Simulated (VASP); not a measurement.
Band structure of WS2 (2H layered). Level of theory: SCAN meta-GGA, VASP's PBE PAW potentials (set 64) (plane waves; VASP).

Unless said otherwise, spin-orbit coupling is left out, though it shifts the bands of the heavy elements here.

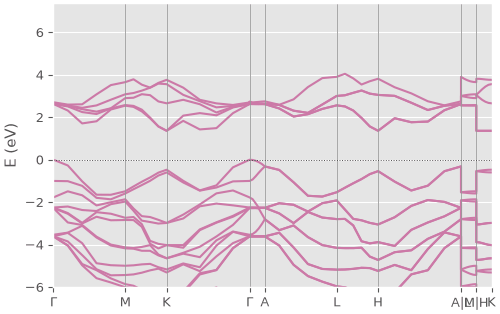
Bands along high-symmetry lines, zero at the valence-band maximum or, without a gap, the Fermi level

Question: Read the plot: is there a gap, and where are the band edges?

Answer: The gap is indirect, 1.36 eV, from the valence maximum at Γ to the conduction minimum at K.

The compound is WS2 in the 2H layered structure. It was relaxed first, which changed the volume by +6 %.
